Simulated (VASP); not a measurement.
Here is the system:

```yaml
crystal:
  lattice:
    - [0.00000, 2.70150, 2.70150]
    - [2.70150, 0.00000, 2.70150]
    - [2.70150, 2.70150, 0.00000]
  atoms:
    - { symbol: Si, position: [0.00000, 0.00000, 0.00000] }
    - { symbol: Si, position: [0.25000, 0.25000, 0.25000] }
```

All values below come from LDA (Ceperley-Alder, Perdew-Zunger), VASP's LDA PAW potentials (set 64) (plane waves; VASP). Run with 520 eV cut-off, 9×9×9 Γ-centred mesh, tetrahedra with Blöchl corrections, potentials Si.

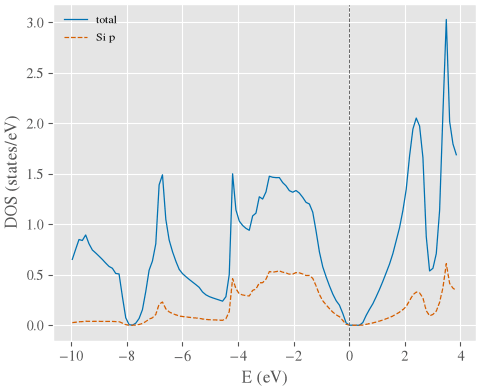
Figure. Total and projected density of states, zero at the valence-band maximum

Within 2 eV below the valence-band maximum the largest weight inside VASP's projection spheres is Si p.

It has a band gap.

The compound is Si in the diamond structure. It was relaxed first.
